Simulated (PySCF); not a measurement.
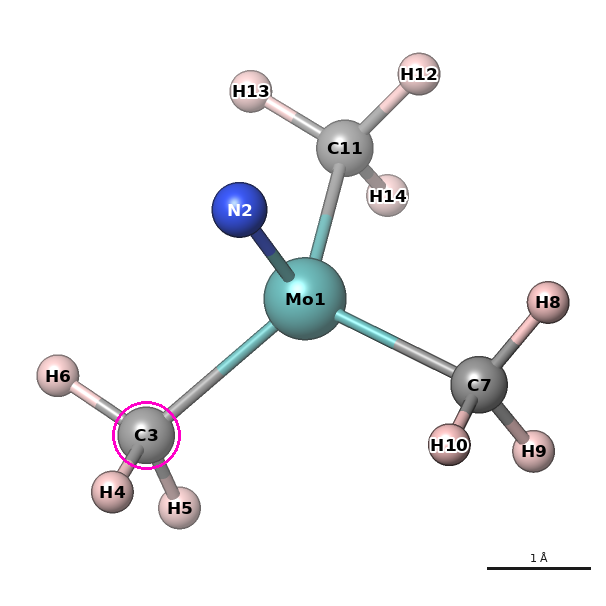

Orthographic view. Depth is shown by fading: the farther an atom, the more it takes the colour of the background. Charge 0, singlet. The computed structure is the end point of a PBE0-D3(BJ)/def2-SVP optimisation. No frequency run is at hand to confirm it as a minimum.

Question: Which atoms are bonded to the circled atom?

Answer: The circled atom is C3; it is bonded to Mo1, H4, H5, H6.

Question: What is the shortest path along bonds from the circled atom to H8?

Answer: C3–Mo1–C7–H8, 3 bonds; through space the two are 4.47 Å apart.

Question: Of Mo1 and C11, which is nearer the viewer?

Answer: Mo1; the bond to C11 points away from the viewer, so it looks shorter than its 2.10 Å.

Question: Which atom is farthest from the viewer?

Answer: H14, 2.1 Å behind the mean position.
